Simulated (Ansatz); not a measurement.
C₃H₂N (SMILES [CH-]=CC#N) (charge −1)

```yaml
atoms:
  - { symbol: C, position_ang: [1.8047, -0.6615, -0.9565] }
  - { symbol: C, position_ang: [1.2940, -1.5007, -0.0043] }
  - { symbol: C, position_ang: [-0.0499, -1.4670, 0.4900] }
  - { symbol: N, position_ang: [-1.1493, -1.4284, 0.8846] }
  - { symbol: H, position_ang: [0.9852, 0.0339, -1.2603] }
  - { symbol: H, position_ang: [1.9064, -2.2906, 0.4652] }
```

Geometry: PBE0-D3(BJ)/def2-SVPD.

Method: Ansatz, isolated molecule in a Gaussian basis; Kohn-Sham density functional theory, functional PBE0.

What will maps of the electron density and electron localisation function show?

C–N (1.17 Å): ρ is about 3.6 e/Å³ halfway; the ELF peaks at about 0.85 between the atoms: a multiple bond.
C–C (1.37 Å): the density is about 2.2 e/Å³ at the midpoint; the ELF peaks at about 0.95 between the atoms: a covalent bond.
C–H (1.10 Å): ρ is about 1.9 e/Å³ halfway; the ELF climbs to about 1 towards the hydrogen, as it does in any bond to H: a covalent bond by its length.
C–C (1.43 Å): ρ is about 1.9 e/Å³ halfway; the ELF peaks at about 0.95 between the atoms; a covalent bond.

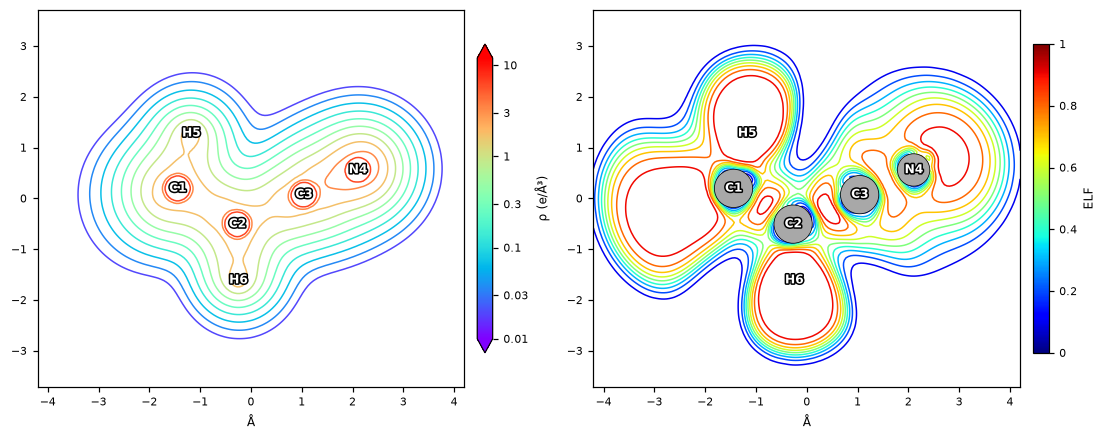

Computed electron density and electron localisation function on the molecular plane, in this order. Grey discs cover the atomic cores in the ELF map. 
